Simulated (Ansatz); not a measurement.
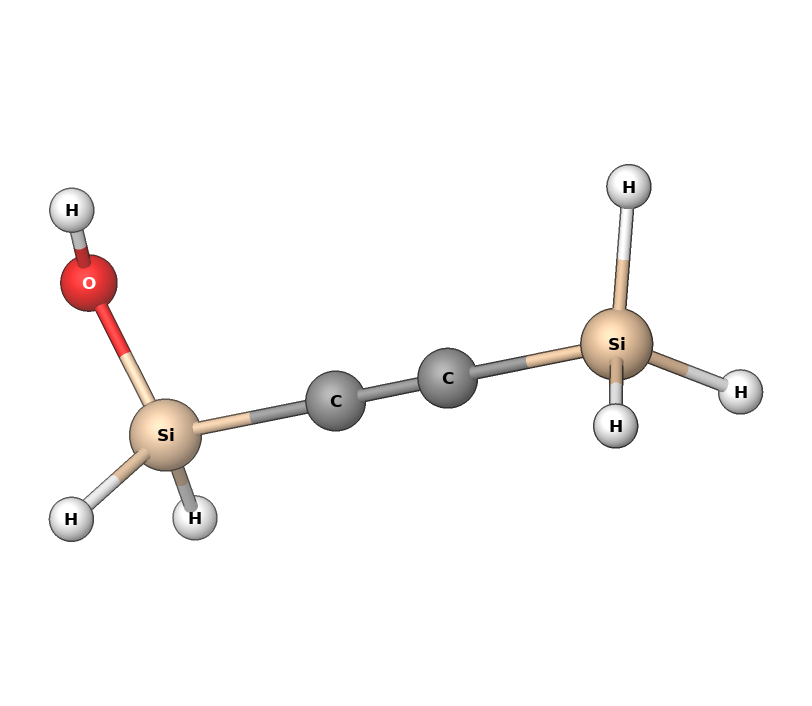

The picture shows a molecular structure as a ball-and-stick model.

The geometry was computed by an optimisation with PBE0-D4/def2-TZVP.

**Give the formula.**

C₂H₆OSi₂, 11 atoms: 2 carbon, 6 hydrogen, 1 oxygen and 2 silicon.

**Name some functional groups or characteristic bonds that it holds.**

Among them: alkyne, Si–H bond, Si–O bond.

**Count the bonded pairs by element.**

5 Si–H, 2 C–Si, 1 O–Si, 1 C–C, 1 O–H.

More results for the same structure follow; atom numbers are the same in all pictures, views and colours differ.

**Geometry**

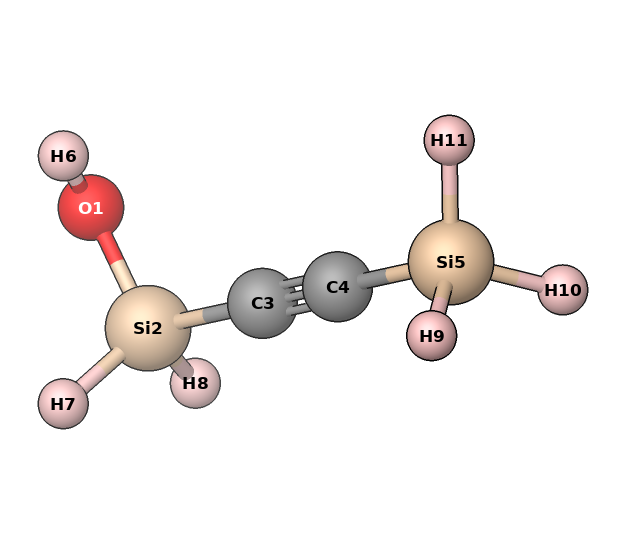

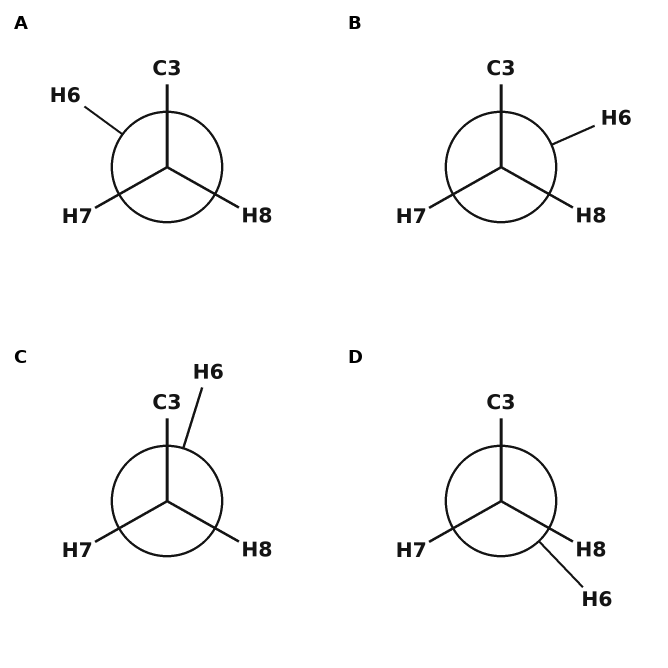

Distant atoms are faded towards the background colour. Bonds that would overlap in a projection are set slightly apart.

**Which Newman projection shows the view along Si2–O1, with Si2 in front?**

A. The torsion angle C3–Si2–O1–H6 is −54°, synclinal (gauche).

**Electronic properties**

Level of theory: RKS r2SCANh-D4/def2-TZVPP (Ansatz 0.2.0).

What does the calculation give?

- HOMO energy (Kohn–Sham orbital): −7.70 eV
- LUMO energy (Kohn–Sham orbital): −1.37 eV
- HOMO–LUMO gap: 6.33 eV
- dispersion correction: −5.9 kJ/mol

**Dipole moment**

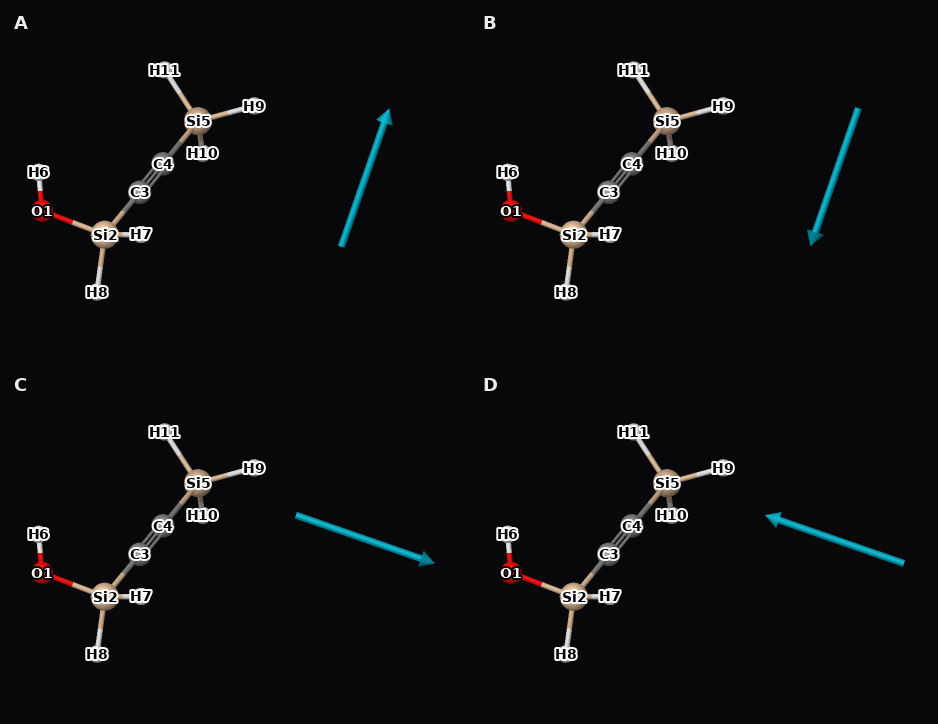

The same molecule four times, each with an arrow. Properties computed with RKS PBE0-D4/def2-TZVP (Ansatz 0.2.0).

**Which arrow points along the dipole moment, from the negative to the positive end?**

A. The dipole moment is 1.39 D; it points from the side of H8 to the side of H9, H11 (the outermost atoms at the two ends).

**Vibrations**

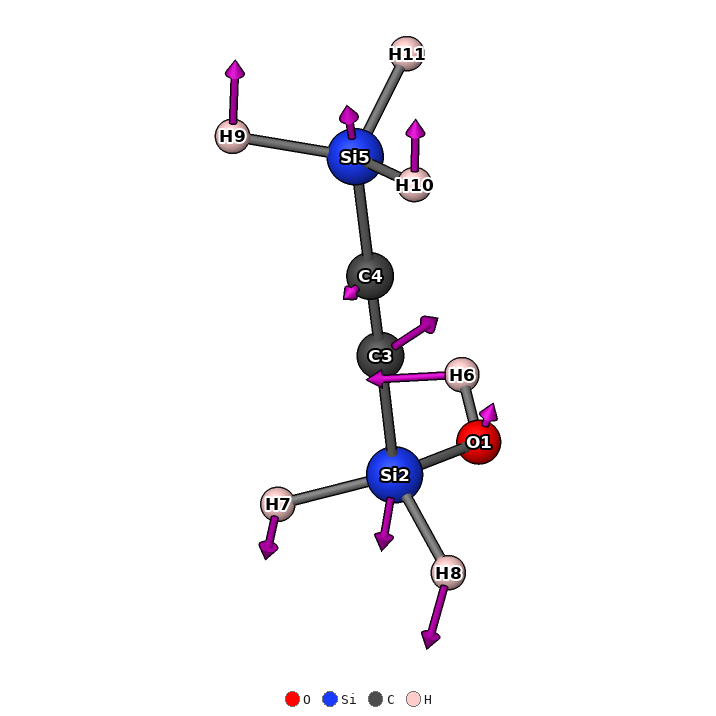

The arrows show one normal mode. Harmonic vibrations computed with RKS PBE0-D4/def2-TZVP (Ansatz 0.2.0) at a stationary point of the same level.

**Estimate its harmonic wavenumber.**

445 cm⁻¹; it is mode 8 of 27 counted from the lowest.
